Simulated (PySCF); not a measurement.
# C5H6OP2: excited-state relaxation

Aim: compute the excited-state relaxation of C5H6OP2 (`COc1cpccp1`).

Programs: PySCF 2.14.0, with routines of our own; each step states its level. All values are computed. Atoms count from 0.

## 1. The starting structure

14 atoms, charge 0, multiplicity 1; geometry from: GFN2-xTB.

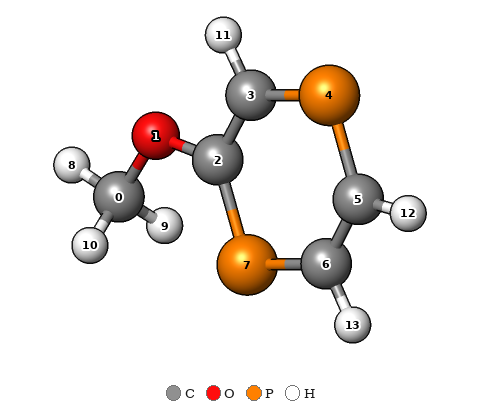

The starting geometry (carbon grey, oxygen red, phosphorus orange, hydrogen white).

## 2. Geometry optimisation at PBE0/6-31G*

What the job is given:

```
{"job": {"xc": "PBE0", "basis": "6-31G*", "grid": 1, "kind": "geom"}, "charge": 0, "multiplicity": 1}
C     -2.574650    -0.419017    -0.371505
O     -1.752937     0.347116     0.470721
C     -0.407283     0.248028     0.303577
C      0.319463     1.053727     1.162106
P      2.026521     1.260395     1.325422
C      2.649561     0.189198     0.105228
C      1.945014    -0.609462    -0.754303
P      0.233146    -0.836174    -0.927582
H     -3.599159    -0.194225    -0.079439
H     -2.421582    -0.151535    -1.423373
H     -2.380417    -1.490742    -0.249223
H     -0.285301     1.647470     1.840668
H      3.732291     0.167647     0.031954
H      2.514655    -1.212898    -1.456417
```

Started as:

```sh
OMP_NUM_THREADS=1 python excited_run.py task.json out
```

One launch serves the whole session: the jobs run in the order shown.

Standard output:

```text
step   0  E = -951.41777130  max force = 0.010124
step   1  E = -951.41833233  max force = 0.001781
step   2  E = -951.41832823  max force = 0.001451
step   3  E = -951.41834051  max force = 0.000473
step   4  E = -951.41834188  max force = 0.000146
optimisation converged
```

It took 38 s on 1 thread of Arm Neoverse V1, shared host; peak memory 0.59 GiB.

Step by step:

```
step  energy from step 0 (eV)  largest force component (eV/Å)
   0                   0.0000                          0.5206
   1                  -0.0153                          0.0916
   2                  -0.0152                          0.0746
   3                  -0.0155                          0.0243
   4                  -0.0155                          0.0075
```

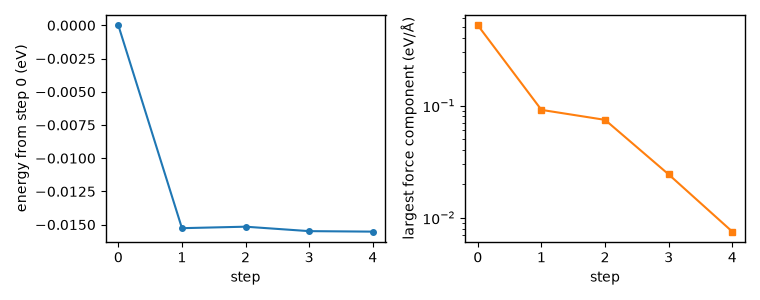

Energy and force, step by step.

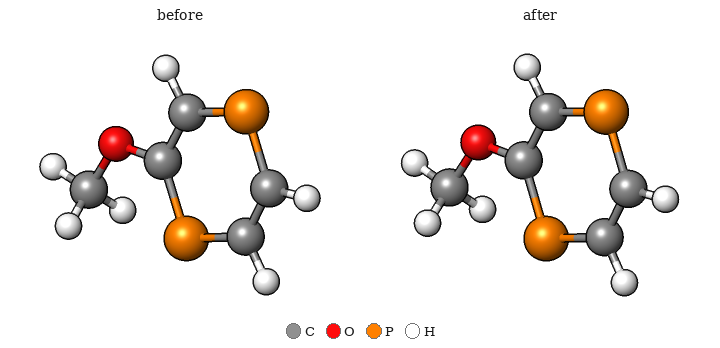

The geometry before (left) and after (right).

Distances of close pairs at the start and the end, largest changes first:

```
  bond  before (Å)  after (Å)  change (Å)
 C2–C3       1.384      1.396      +0.012
 C5–C6       1.369      1.380      +0.012
 C2–P7       1.761      1.770      +0.009
 C0–O1       1.404      1.413      +0.009
 O1–C2       1.360      1.352      -0.008
 C6–P7       1.735      1.743      +0.007
C3–H11       1.086      1.091      +0.005
C5–H12       1.085      1.090      +0.005
```

The end geometry stands in the next job.

```
                         at the end point                value
  point group (found at 0.08 Å tolerance)                   Cs
rotational constants (GHz, main isotopes)  2.757, 1.142, 0.812
                        dipole moment (D)                 1.51
```

## 3. Excited-state relaxation: TDA PBE0/6-31G*

What the job is given:

```
{"job": {"kind": "xopt", "state": "S1", "method": "TDA", "freq": false, "xc": "PBE0", "basis": "6-31G*", "grid": 1}, "charge": 0, "multiplicity": 1}
C     -2.606042    -0.318784    -0.359060
O     -1.750188     0.448899     0.462318
C     -0.414094     0.313480     0.307673
C      0.326301     1.113693     1.179369
P      2.034465     1.286822     1.356919
C      2.665956     0.194488     0.157232
C      1.947839    -0.603601    -0.710567
P      0.227610    -0.797945    -0.911644
H     -3.621734    -0.057708    -0.058027
H     -2.460011    -0.079107    -1.420188
H     -2.439962    -1.393817    -0.212108
H     -0.278177     1.723783     1.852146
H      3.753686     0.149274     0.099957
H      2.519279    -1.229278    -1.398837
```

With the program's defaults for keys left out, this is: TDA PBE0/6-31G* excited-state geometry optimisation, gas phase.

Standard output:

```text
final grid: 58736 points
cycle   1  E = -951.3636171162  dE =  1.245e+00  |g| = 5.028e-01  |ddm| = 3.975e+00
cycle   2  E = -951.3024169626  dE =  6.120e-02  |g| = 7.407e-01  |ddm| = 9.935e-01
cycle   3  E = -951.4167109678  dE = -1.143e-01  |g| = 7.985e-02  |ddm| = 6.508e-01
cycle   4  E = -951.4179419098  dE = -1.231e-03  |g| = 3.730e-02  |ddm| = 1.233e-01
cycle   5  E = -951.4182902433  dE = -3.483e-04  |g| = 1.290e-02  |ddm| = 5.528e-02
cycle   6  E = -951.4183334350  dE = -4.319e-05  |g| = 5.116e-03  |ddm| = 1.954e-02
cycle   7  E = -951.4183409575  dE = -7.523e-06  |g| = 1.735e-03  |ddm| = 7.447e-03
cycle   8  E = -951.4183418657  dE = -9.082e-07  |g| = 2.698e-04  |ddm| = 2.025e-03
cycle   9  E = -951.4183418817  dE = -1.597e-08  |g| = 1.163e-04  |ddm| = 3.511e-04
cycle  10  E = -951.4183418854  dE = -3.763e-09  |g| = 1.784e-05  |ddm| = 1.397e-04
cycle  11  E = -951.4183418855  dE = -6.912e-11  |g| = 1.213e-05  |ddm| = 3.597e-05
converged SCF energy = -951.4183418855

vertical S1 at the ground-state geometry: 4.1302 eV
step    E(state)/Eh    max force   excitation/eV  root
  0    -951.26463744   0.041930     4.1337      1
  1    -951.27043833   0.003320     3.9232      1
  2    -951.27056504   0.002334     3.9053      1
  3    -951.27059078   0.001699     3.8843      1
  4    -951.27068505   0.001021     3.8856      1
  5    -951.27138838   0.004258     3.8019      1
  6    -951.27161452   0.003921     3.7600      1
  7    -951.27231619   0.003739     3.7095      1
  8    -951.27301760   0.004392     3.5527      1
  9    -951.27316276   0.001730     3.5780      1
 10    -951.27321419   0.000636     3.5574      1
 11    -951.27321936   0.000342     3.5480      1
optimisation converged
vertical emission 3.5480 eV, adiabatic 3.9490 eV, Stokes shift 0.5823 eV, reorganisation 0.1812 (excited) and 0.4010 eV (ground)
```

It took 3.2 min on 1 thread of Arm Neoverse V1, shared host; peak memory 0.82 GiB.

From this job:

```
                 quantity    value
  vertical absorption, S1  4.13 eV
     adiabatic energy, S1  3.95 eV
    vertical emission, S1  3.55 eV
         Stokes shift, S1  0.58 eV
geometry moved (RMSD), S1  0.516 Å
```

Bonds of the start that changed most:

```
 bond  start (Å)  end (Å)
P7–C2      1.770    1.824
C3–P4      1.726    1.777
P4–C5      1.741    1.771
C2–C3      1.396    1.379
C6–P7      1.743    1.758
C0–H9      1.098    1.107
```

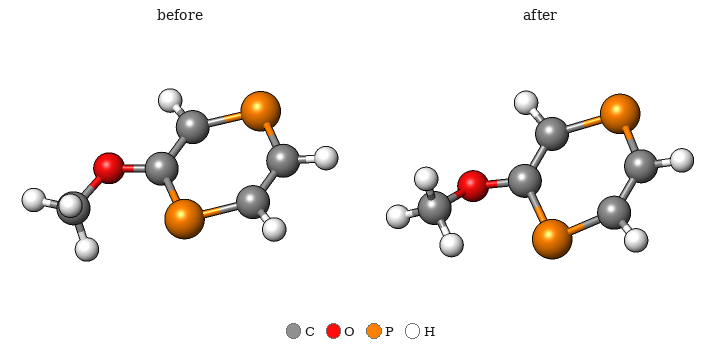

Before and after.

## 4. Excited-state relaxation: UKS PBE0/6-31G*

Settings changed since step 3:

```diff
@@ -1,2 +1,2 @@
-{"job": {"kind": "xopt", "state": "S1", "method": "TDA", "freq": false, "xc": "PBE0", "basis": "6-31G*", "grid": 1}, "charge": 0, "multiplicity": 1}
+{"job": {"kind": "xopt", "state": "T1", "method": "UKS", "freq": false, "xc": "PBE0", "basis": "6-31G*", "grid": 1}, "charge": 0, "multiplicity": 1}
 C     -2.606042    -0.318784    -0.359060
```

Level: UKS PBE0/6-31G* excited-state geometry optimisation, gas phase.

Standard output:

```text
final grid: 58736 points
cycle   1  E = -951.3636171162  dE =  1.245e+00  |g| = 5.028e-01  |ddm| = 3.975e+00
cycle   2  E = -951.3024169626  dE =  6.120e-02  |g| = 7.407e-01  |ddm| = 9.935e-01
cycle   3  E = -951.4167109678  dE = -1.143e-01  |g| = 7.985e-02  |ddm| = 6.508e-01
cycle   4  E = -951.4179419098  dE = -1.231e-03  |g| = 3.730e-02  |ddm| = 1.233e-01
cycle   5  E = -951.4182902433  dE = -3.483e-04  |g| = 1.290e-02  |ddm| = 5.528e-02
cycle   6  E = -951.4183334350  dE = -4.319e-05  |g| = 5.116e-03  |ddm| = 1.954e-02
cycle   7  E = -951.4183409575  dE = -7.523e-06  |g| = 1.735e-03  |ddm| = 7.447e-03
cycle   8  E = -951.4183418657  dE = -9.082e-07  |g| = 2.698e-04  |ddm| = 2.025e-03
cycle   9  E = -951.4183418817  dE = -1.597e-08  |g| = 1.163e-04  |ddm| = 3.511e-04
cycle  10  E = -951.4183418854  dE = -3.763e-09  |g| = 1.784e-05  |ddm| = 1.397e-04
cycle  11  E = -951.4183418855  dE = -6.912e-11  |g| = 1.213e-05  |ddm| = 3.597e-05
converged SCF energy = -951.4183418855

vertical T1 at the ground-state geometry: 2.5636 eV
step    E(state)/Eh    max force   <S^2>
  0    -951.32359739   0.053527    2.0288
  1    -951.32784940   0.030476    2.0141
  2    -951.33052625   0.022224    2.0135
  3    -951.33271029   0.016109    2.0131
  4    -951.33537685   0.007935    2.0132
  5    -951.33669014   0.003661    2.0141
  6    -951.33737763   0.001830    2.0156
  7    -951.33741869   0.001458    2.0158
  8    -951.33744873   0.000323    2.0158
  9    -951.33745204   0.000314    2.0159
optimisation converged
vertical emission 1.8381 eV, adiabatic 2.2011 eV, Stokes shift 0.7256 eV, reorganisation 0.3625 (excited) and 0.3631 eV (ground)
```

It took 2.8 min on 1 thread of Arm Neoverse V1, shared host; peak memory 0.66 GiB.

From this job:

```
                                     quantity    value
vertical gap at the ground-state geometry, T1  2.56 eV
                         adiabatic energy, T1  2.20 eV
     vertical gap at the relaxed geometry, T1  1.84 eV
               difference of the two gaps, T1  0.73 eV
                    geometry moved (RMSD), T1  0.060 Å
```

Bonds of the start that changed most:

```
 bond  start (Å)  end (Å)
P7–C2      1.770    1.870
P4–C5      1.741    1.834
C6–P7      1.743    1.805
C3–P4      1.726    1.779
C2–C3      1.396    1.356
C5–C6      1.381    1.344
```

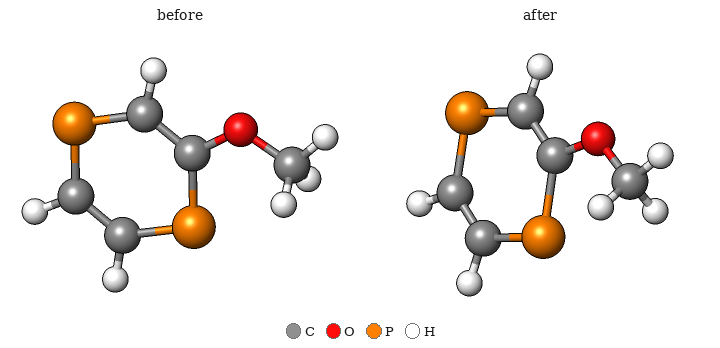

Before and after.

## 5. Summary of results

| quantity | value |
| --- | --- |
| point group | Cs |
| rotational constants (main isotopes) | 2.76, 1.14, 0.81 GHz |
| vertical absorption, S1 (step 3, TDA PBE0/6-31G*) | 4.13 eV |
| adiabatic energy, S1 (step 3, TDA PBE0/6-31G*) | 3.95 eV |
| vertical emission, S1 (step 3, TDA PBE0/6-31G*) | 3.55 eV |
| Stokes shift, S1 (step 3, TDA PBE0/6-31G*) | 0.58 eV |
| vertical gap at the ground-state geometry, T1 (step 4, UKS PBE0/6-31G*) | 2.56 eV |
| adiabatic energy, T1 (step 4, UKS PBE0/6-31G*) | 2.20 eV |
| vertical gap at the relaxed geometry, T1 (step 4, UKS PBE0/6-31G*) | 1.84 eV |
| difference of the two gaps, T1 (step 4, UKS PBE0/6-31G*) | 0.73 eV |

What this shows: Relaxing lowered the energy by 0.016 eV in 4 steps; the close pair that moved most is C2–C3, from 1.384 to 1.396 Å. No frequency check was run at this level, so the end point may be a saddle. In step 3 the harmonic model is doubtful. Where no frequencies were run, the relaxed excited state may be a saddle. In step 3 (excited-state relaxation), among the bonds P7–C2 changes most, from 1.770 to 1.824 Å. The atoms move far more than that, so angles or torsions carry the main change. In step 4 (excited-state relaxation), among the bonds P7–C2 changes most, from 1.770 to 1.870 Å. ΔSCF (UKS) and response values aren't on one footing and may follow different states, so their differences aren't method errors alone, and singlets and triplets from the two don't rank.
